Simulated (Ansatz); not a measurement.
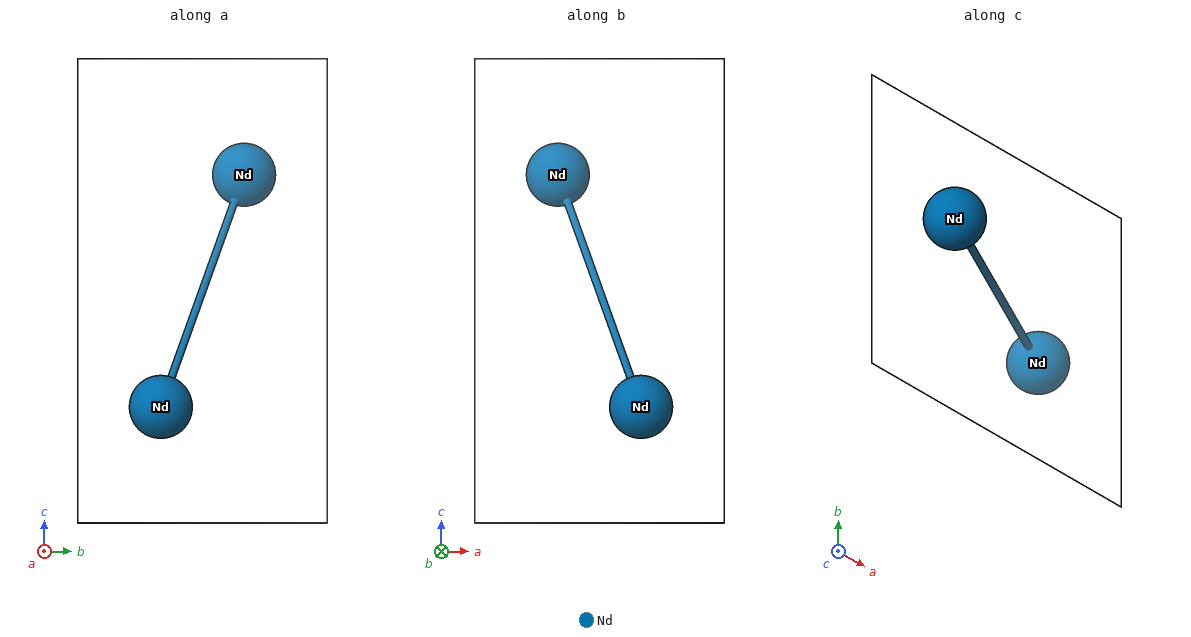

We look at a ball-and-stick model of the crystal along the a axis, along the b axis and along the c axis. The parallelepiped is the conventional unit cell.

Lattice parameters: a = 3.6690 Å, b = 3.6690 Å, c = 5.9064 Å, α = 90.000°, β = 90.000°, γ = 120.000°.

**Transcribe the picture into a CIF with its space group and independent sites.**

```cif
data_structure
_symmetry_space_group_name_H-M 'P 63/m m c'
_symmetry_Int_Tables_number 194
_cell_length_a 3.6690
_cell_length_b 3.6690
_cell_length_c 5.9064
_cell_angle_alpha 90.000
_cell_angle_beta 90.000
_cell_angle_gamma 120.000
_cell_volume 68.86
loop_
_atom_site_label
_atom_site_type_symbol
_atom_site_symmetry_multiplicity
_atom_site_Wyckoff_symbol
_atom_site_fract_x
_atom_site_fract_y
_atom_site_fract_z
_atom_site_occupancy
Nd1 Nd 2 d 0.3333 0.6667 0.7500 1
```

It goes back to a structure type filled with this element by a generator (whether the element takes this form wasn't checked). The geometry comes from a coarse first relaxation with Ansatz, DFT PBE, scalar-relativistic, plane waves, PAW.
